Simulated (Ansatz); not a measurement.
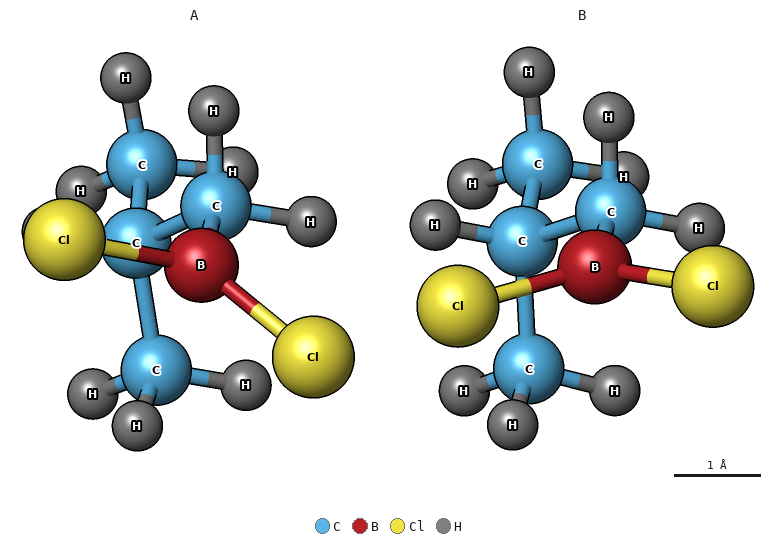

Two geometries of C$_{4}$H$_{9}$BCl$_{2}$ (coarse preliminary run), drawn at one scale. One is the start of a relaxation, the other its converged end. Style: ball-and-stick. Shown from a free direction.

Computed with Ansatz 0.2.0, RKS PBE-D4/def2-SVP. Set-up: force threshold 0.03 eV/Å; at most 200 steps.

Which geometry has the lower energy?

Structure B is the relaxed one. The start comes from a force field. The atom that moves furthest after the best rigid fit is a Cl atom (0.90 Å). Largest moves by element: Cl 0.90 Å, H 0.24 Å, C 0.18 Å, B 0.07 Å. Among the contacts that change: B–Cl 1.879 → 1.769 Å, B–Cl 1.855 → 1.767 Å, C–H 1.038 → 1.109 Å, C–H 1.176 → 1.113 Å. Bond angles that change, for instance: H–C–H 112.7° → 107.5°, C–C–H 105.9° → 111.0°, C–C–H 113.5° → 109.4°. Groups turn about B–C by about 35°. The energy falls by 13.2 kcal/mol in 13 accepted moves (15 points after the start). Largest force component: 3.1 eV/Å at the start, 0.018 eV/Å at the end. The line search rejected the trial steps at points 3, 10 of the run.
